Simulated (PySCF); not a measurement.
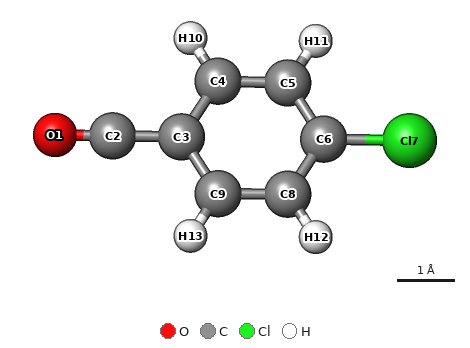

*The input geometry (ball-and-stick view, seen at a tilt; atoms are numbered from 1 in the order of the input).*

Bond lengths as drawn: C–C 1.22 to 1.28 Å, C–Cl 1.52 Å, C–H 0.97 Å and C–O 1.02 Å.

Excited-state calculation of C$_{7}$H$_{4}$ClO (charge +1)

System: C$_{7}$H$_{4}$ClO, charge +1.
Method: TDDFT PBE0/Sadlej pVTZ, vertical, gas phase, core orbitals frozen in the response (PySCF 2.14.0).

Some settings of this run were made unusual or wrong on purpose. The geometry comes from this level: GFN2-xTB, altered.

The input:
```
{"job": {"kind": "uv", "xc": "PBE0", "basis": "Sadlej pVTZ", "nstates": 25, "ntriplets": 0, "tda": false, "scf": {"level_shift": 0.9, "max_cycle": 78}}, "charge": 1, "multiplicity": 1}
O      3.212487    -0.429448    -0.199810
C      2.208000    -0.295308    -0.136593
C      1.004109    -0.134215    -0.061872
C      0.217623    -1.147783    -0.016125
C     -0.997648    -0.972844     0.056905
C     -1.480858     0.197890     0.087728
Cl    -2.982426     0.399023     0.176025
C     -0.707838     1.200686     0.044358
C      0.510730     1.050446    -0.028004
H      0.589504    -2.044491    -0.040178
H     -1.596732    -1.736858     0.092331
H     -1.085685     2.095393     0.069724
H      1.104785     1.817947    -0.060447
```

The first line tells a small driver script what to run in PySCF; the rest is the geometry in Å.

Run on 1 CPU thread, shared host.

Run as:
```bash
OMP_NUM_THREADS=1 python <driver script> task.json out
```

Log:
```
final grid: 122904 points
cycle   1  E = -803.1533067826  dE =  4.945e+00  |g| = 1.142e+00  |ddm| = 3.654e+02
cycle   2  E = -803.4757800991  dE = -3.225e-01  |g| = 4.131e-01  |ddm| = 1.048e+02
cycle   3  E = -803.5114433771  dE = -3.566e-02  |g| = 1.337e-01  |ddm| = 3.331e+01
cycle   4  E = -803.5175869795  dE = -6.144e-03  |g| = 6.674e-02  |ddm| = 1.559e+01
cycle   5  E = -803.5195255477  dE = -1.939e-03  |g| = 3.643e-02  |ddm| = 4.872e+00
cycle   6  E = -803.5202598060  dE = -7.343e-04  |g| = 2.261e-02  |ddm| = 1.136e+00
cycle   7  E = -803.5205794889  dE = -3.197e-04  |g| = 1.507e-02  |ddm| = 5.889e-01
cycle   8  E = -803.5207352327  dE = -1.557e-04  |g| = 1.070e-02  |ddm| = 3.866e-01
cycle   9  E = -803.5208166138  dE = -8.138e-05  |g| = 7.959e-03  |ddm| = 2.898e-01
cycle  10  E = -803.5208626185  dE = -4.600e-05  |g| = 6.036e-03  |ddm| = 1.949e-01
cycle  11  E = -803.5208889479  dE = -2.633e-05  |g| = 4.753e-03  |ddm| = 9.074e-02
cycle  12  E = -803.5209044487  dE = -1.550e-05  |g| = 3.867e-03  |ddm| = 6.509e-02
cycle  13  E = -803.5209139151  dE = -9.466e-06  |g| = 3.156e-03  |ddm| = 5.291e-02
cycle  14  E = -803.5209198801  dE = -5.965e-06  |g| = 2.510e-03  |ddm| = 6.350e-02
cycle  15  E = -803.5209233452  dE = -3.465e-06  |g| = 2.137e-03  |ddm| = 4.178e-02
cycle  16  E = -803.5209255258  dE = -2.181e-06  |g| = 1.807e-03  |ddm| = 3.510e-02
cycle  17  E = -803.5209269509  dE = -1.425e-06  |g| = 1.503e-03  |ddm| = 1.003e-02
cycle  18  E = -803.5209278363  dE = -8.854e-07  |g| = 1.277e-03  |ddm| = 1.194e-02
cycle  19  E = -803.5209284239  dE = -5.876e-07  |g| = 1.066e-03  |ddm| = 6.830e-03
cycle  20  E = -803.5209288066  dE = -3.828e-07  |g| = 8.851e-04  |ddm| = 4.050e-03
cycle  21  E = -803.5209290558  dE = -2.492e-07  |g| = 7.390e-04  |ddm| = 5.205e-03
cycle  22  E = -803.5209292229  dE = -1.671e-07  |g| = 6.113e-04  |ddm| = 5.374e-03
cycle  23  E = -803.5209293330  dE = -1.101e-07  |g| = 5.072e-04  |ddm| = 2.246e-03
cycle  24  E = -803.5209294064  dE = -7.340e-08  |g| = 4.181e-04  |ddm| = 1.999e-03
cycle  25  E = -803.5209294554  dE = -4.904e-08  |g| = 3.428e-04  |ddm| = 1.039e-03
cycle  26  E = -803.5209294880  dE = -3.258e-08  |g| = 2.820e-04  |ddm| = 7.252e-04
cycle  27  E = -803.5209295095  dE = -2.148e-08  |g| = 2.333e-04  |ddm| = 8.913e-04
cycle  28  E = -803.5209295240  dE = -1.447e-08  |g| = 1.917e-04  |ddm| = 2.740e-04
cycle  29  E = -803.5209295336  dE = -9.645e-09  |g| = 1.570e-04  |ddm| = 2.643e-04
cycle  30  E = -803.5209295400  dE = -6.412e-09  |g| = 1.283e-04  |ddm| = 3.780e-04
cycle  31  E = -803.5209295443  dE = -4.270e-09  |g| = 1.043e-04  |ddm| = 1.778e-04
cycle  32  E = -803.5209295471  dE = -2.824e-09  |g| = 8.494e-05  |ddm| = 1.052e-04
cycle  33  E = -803.5209295490  dE = -1.867e-09  |g| = 6.913e-05  |ddm| = 1.117e-04
cycle  34  E = -803.5209295502  dE = -1.237e-09  |g| = 5.618e-05  |ddm| = 1.001e-04
cycle  35  E = -803.5209295511  dE = -8.181e-10  |g| = 4.561e-05  |ddm| = 5.373e-05
cycle  36  E = -803.5209295516  dE = -5.400e-10  |g| = 3.710e-05  |ddm| = 5.583e-05
cycle  37  E = -803.5209295519  dE = -3.513e-10  |g| = 3.029e-05  |ddm| = 4.323e-05
level shift removed, Fock matrix diagonalised once more
converged SCF energy = -803.5209295519

Static polarisability (au): isotropic 79.060, principal 41.729 65.380 130.070

Singlet excitations
state   eV       nm        f      main configurations
  1   5.0668    244.7   0.00000   H-1->L 0.99
  2   5.3515    231.7   0.54945   H->L 0.95
  3   5.6845    218.1   0.04179   H-2->L 0.89, H->L+2 0.10
  4   5.9237    209.3   0.00000   H->L+1 0.97
  5   6.7310    184.2   0.06785   H->L+2 0.88, H-2->L 0.09
  6   6.9844    177.5   0.00000   H-3->L 0.99
  7   7.0287    176.4   0.00000   H-2->L+1 1.00
  8   7.1967    172.3   0.00233   H-1->L+2 0.99
  9   7.3111    169.6   0.00075   H-1->L+1 0.99
 10   7.7922    159.1   0.00092   H->L+3 0.96
 11   7.9133    156.7   0.00231   H-5->L 0.97
 12   7.9481    156.0   0.00940   H-4->L 0.84, H-2->L+2 0.09
 13   8.3325    148.8   0.48476   H-2->L+2 0.79
 14   8.7018    142.5   0.01008   H->L+4 0.87, H-3->L+1 0.10
 15   8.7273    142.1   0.00058   H->L+5 0.95
 16   8.7279    142.1   0.00000   H-2->L+3 0.95
 17   8.7664    141.4   0.00175   H-1->L+3 0.91
 18   8.9591    138.4   0.00542   H-3->L+2 0.59, H->L+7 0.34
 19   8.9870    138.0   0.00000   H->L+6 0.95
 20   8.9960    137.8   0.00158   H->L+7 0.56, H-3->L+2 0.37
 21   9.0513    137.0   0.00000   H-4->L+1 0.92
 22   9.2407    134.2   0.28348   H-3->L+1 0.66, H->L+8 0.12, H->L+4 0.10
 23   9.3576    132.5   0.00000   H-1->L+4 0.86
 24   9.5221    130.2   0.00486   H-2->L+4 0.59, H-4->L+2 0.22, H-1->L+5 0.15
 25   9.5583    129.7   0.02247   H-1->L+5 0.68, H-4->L+2 0.14
```

Outcome:

```csv
quantity,value
outcome,converged
total energy,−803.520930 hartree
HOMO,−12.80 eV
LUMO,−7.20 eV
mean polarisability,79.06 a.u.
lowest excitation,5.07 eV
wall time,3.7 min
peak memory,0.98 GiB
```

Diagnosis:

Some settings of this run were drawn to be unusual or wrong. It converged; results that depend on the unusual settings are not reference values.
